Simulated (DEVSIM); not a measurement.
Structure: illuminated Si n-on-p cell, one wavelength, at 300 K.

```csv
layer (left to right),material,thickness (μm),Nd (cm⁻³),Na (cm⁻³),τn (s),τp (s),absorption coefficient (cm⁻¹)
1,Si,0.150,5.3e18,-,1.1e-7,3.7e-7,650
2,Si,47.0,-,1e16,9.7e-7,9.7e-7,650
```

Left contact: ohmic, minority hole recombination velocity 1e6 cm/s. Right contact: ohmic, minority electron recombination velocity 6e6 cm/s. Voltage is applied to the left contact. Recombination: SRH at mid-gap, radiative, Auger. Gap narrowing is on: ΔEg = 6.92 meV × (l + √(l² + 0.5)), l = ln(N/1.3e17 cm⁻³), shared equally by both band edges. Light enters at the left, 1.5e17 photons cm⁻² s⁻¹, one pass, no reflection. Mobility is μmin + (μ − μmin)/(1 + (N/Nref)^α).

This is a model device: material constants are rounded textbook-type values typed into the input, and sizes, dopings and lifetimes were drawn at random. Values at 300 K.

| parameter | Si |
|---|---|
| gap (eV) | 1.124 |
| affinity (eV) | 4.05 |
| permittivity | 11.7 |
| Nc (cm⁻³) | 2.86e19 |
| Nv (cm⁻³) | 3.1e19 |
| μn (cm²/Vs) | 1417 |
| μp (cm²/Vs) | 470 |
| μn,min | 52 |
| μp,min | 45 |
| Nref,n | 9.7e16 |
| Nref,p | 2.2e17 |
| αn | 0.68 |
| αp | 0.72 |
| B (cm³/s) | 4.7e-15 |
| Cn (cm⁶/s) | 2.8e-31 |
| Cp (cm⁶/s) | 9.9e-32 |

DEVSIM, 1D drift-diffusion, Boltzmann statistics, complete ionisation; no tunnelling, impact ionisation, image-force lowering or self-heating.

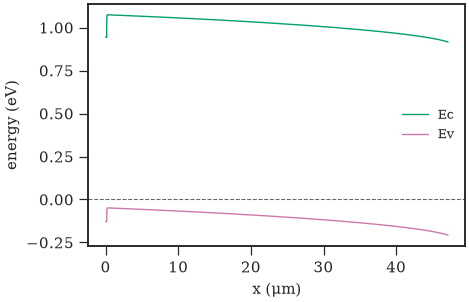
Figure: Band edges at -0.9 V on the left contact, in the dark

Energies count from the Fermi level of the right contact; mesh points crowd at the junctions.

```csv
x (μm),Ec (eV),Ev (eV),n (cm⁻³),p (cm⁻³),field (V/cm)
0.000,0.944,-0.129,5.3e18,2.5e14,≈ 0
0.02295,0.944,-0.129,5.3e18,5.2e14,≈ 0
0.06321,0.944,-0.129,5.3e18,9.8e14,≈ 0
0.1083,0.944,-0.129,5.3e18,1.5e15,≈ 0
0.1468,0.947,-0.125,4.7e18,2.2e15,19000
0.1685,1.053,-0.070,7.7e16,1.9e16,15000
0.2146,1.073,-0.050,3.5e16,4.2e16,630
0.3715,1.074,-0.049,3.3e16,4.3e16,-17
0.6376,1.074,-0.050,3.3e16,4.3e16,-17
1.192,1.073,-0.051,3.3e16,4.3e16,-17
2.439,1.071,-0.053,3.2e16,4.2e16,-18
6.282,1.063,-0.060,3.0e16,4.0e16,-19
13.48,1.049,-0.075,2.6e16,3.6e16,-22
27.19,1.014,-0.109,1.8e16,2.8e16,-30
39.66,0.968,-0.155,9.8e15,2.0e16,-47
43.71,0.946,-0.177,5.7e15,1.6e16,-65
45.51,0.933,-0.190,3.3e15,1.3e16,-84
46.38,0.925,-0.198,1.8e15,1.2e16,-100
46.89,0.919,-0.204,7.7e14,1.1e16,-120
47.04,0.917,-0.206,4.2e14,1.0e16,-130
47.11,0.916,-0.207,2.3e14,1.0e16,-160
47.15,0.916,-0.208,1.3e14,1.0e16,-220
```
